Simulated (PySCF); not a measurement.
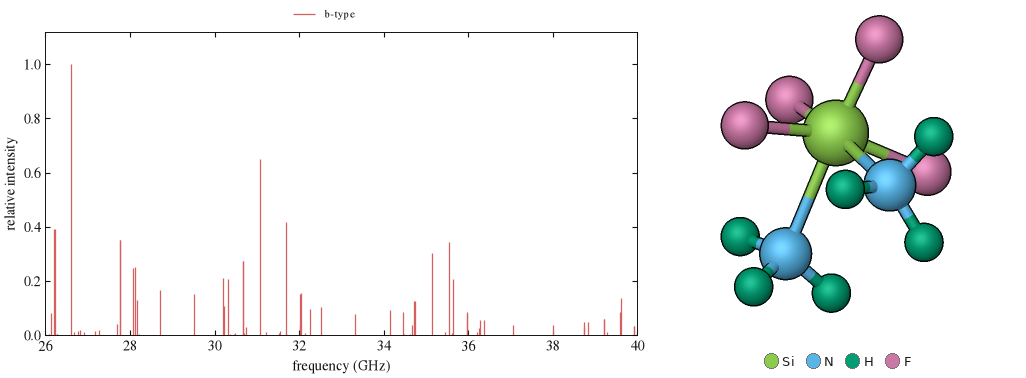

SiN₂H₆F₄. Simulated rotational absorption lines between 26 and 40 GHz at 1.5 K: rigid rotor with the equilibrium constants and dipole of one optimised conformer (PBE0-D3(BJ)/def2-SVP, PySCF 2.14.0), commonest isotopes; no centrifugal distortion, hyperfine structure, internal rotation or nuclear-spin weights; lines within 1 MHz of each other are summed. Lines of different type are drawn apart.

> What are the rotational constants, and what kind of rotor is it?

Rotational constants A, B, C = 2.235, 2.078, 1.971 GHz; Ray's κ = −0.19, an asymmetric top on the prolate side.

> Which dipole components drive the lines?

|μa|, |μb|, |μc| = 0.01, 8.56, 0.02 D; b-type lines carry 100 % of the intensity in this range.

Caveats: coarse grid, loose stop and no frequency check, small forces are noise and the end may be a saddle.
